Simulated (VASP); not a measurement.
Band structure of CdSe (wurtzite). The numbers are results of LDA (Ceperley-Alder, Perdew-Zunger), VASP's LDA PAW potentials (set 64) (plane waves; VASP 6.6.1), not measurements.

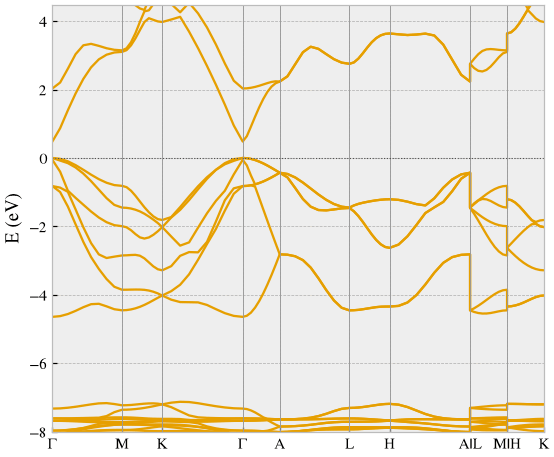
*Bands along high-symmetry lines, zero at the valence-band maximum or, without a gap, the Fermi level*

**Question.** Read the plot: is there a gap, and where are the band edges?

**Answer.** The gap is direct, 0.48 eV, from the valence maximum at Γ to the conduction minimum at Γ. (Edges off the drawn lines would not show.)

Measured: gap 1.73 eV (computed value off by -1.25 eV), as given by Abedi et al., (2022), arXiv:2211.14644.

The compound is CdSe in the wurtzite structure. It was relaxed first.
